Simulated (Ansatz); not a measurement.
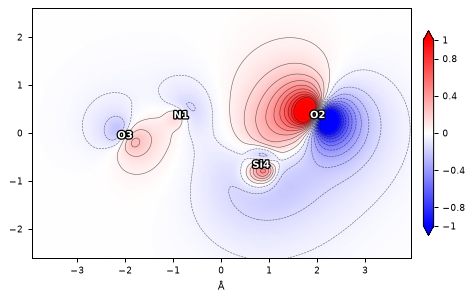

Figure 1: NO2Si (SMILES O=[Si]=N[O-]) (charge −1, triplet). The HOMO−1 (β) on the molecular plane (values in Å⁻³ᐟ²; the overall sign is arbitrary).

Geometry: B3LYP-D3(BJ)/def2-SVPD.

All numbers below come from isolated molecule in a Gaussian basis; Kohn-Sham density functional theory, functional PBE0 in Ansatz.

The calculation's input:

```
crystal:
  periodic: [false, false, false]
  atoms:
    - {symbol: N, position_ang: [-0.820233, -2.635202, 0.262115]}
    - {symbol: O, position_ang: [-2.877021, -0.823707, 1.070021]}
    - {symbol: O, position_ang: [-0.125656, -3.355852, -0.457817]}
    - {symbol: Si, position_ang: [-2.365983, -1.543083, -0.236129]}
basis:
  gaussian: {orbitals: def2-TZVPD}
total_charge: -1
magnetization: {spin_polarized: true, initial_magnetization: 2}
hamiltonian: {xc: pbe0}
output: {forces: true, orbitals: {seedname: orbitals}}
```

Launched as:

```sh
ansatz run input.yaml --threads 2 --pin off --max-ram 4350MiB --events-out events.jsonl --progress --plain --runs-dir runs
```

Question: Where does this orbital lie, and at what energy?

Answer: By Hirshfeld shares it lies mainly on O2 (about 70 %) and Si4 (about 25 %); it is symmetric in the molecular plane (an in-plane orbital: σ, lone-pair or in-plane π type). Its energy is −3.08 eV.
